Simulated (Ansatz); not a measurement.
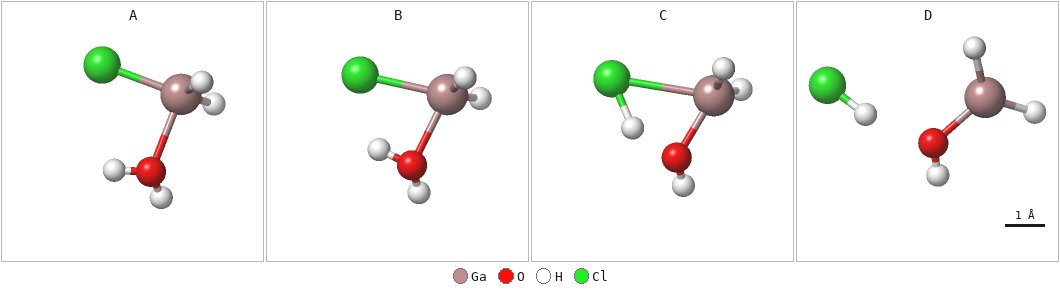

4 geometries from a converged minimum-energy path of GaH4OCl, shuffled. A ball-and-stick model, seen face on.

Theory: RHF/def2-SVP in Ansatz 0.2.0. Settings: 9 movable images; climbing image; force threshold 0.05 eV/Å; iteration limit 60; starting path through a guess of the saddle point.

**Which of them lies highest in energy?**

C. In order along the path, whose images run from 0 to 10: D (image 2, +0.01 eV), C (image 6, +0.21 eV), B (image 8, −0.99 eV), A (image 10, −1.28 eV). Breaking: Cl–H (1.29 → 2.82 Å). Forming: Cl–Ga (4.45 → 2.22 Å), H–O (1.91 → 0.95 Å).

Limits of the set-up: Hartree-Fock leaves out electron correlation.
